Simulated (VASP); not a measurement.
Band structure of BaAu (space group Pnma). Method: PBEsol GGA, VASP's PBE PAW potentials (set 64) (plane waves; VASP).

Unless said otherwise, spin-orbit coupling is left out, though it shifts the bands of the heavy elements here.

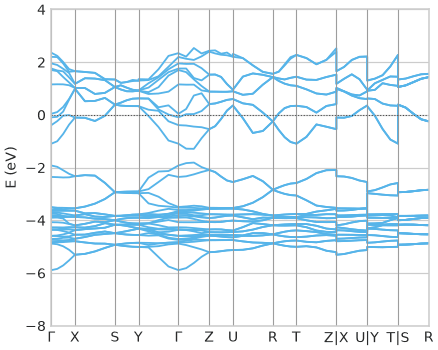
Bands along high-symmetry lines, zero at the valence-band maximum or, without a gap, the Fermi level

Problem. Read the plot: is there a gap, and where are the band edges?

Solution. It has no gap at this level: it comes out as a metal or semimetal.

The structure comes from a measured BaAu entry of the Crystallography Open Database, whose conditions weren't checked. The cell was not relaxed at this level. The k-mesh is coarse (spacing up to 0.42 per Å, 2π included), so the numbers may not be converged in it.
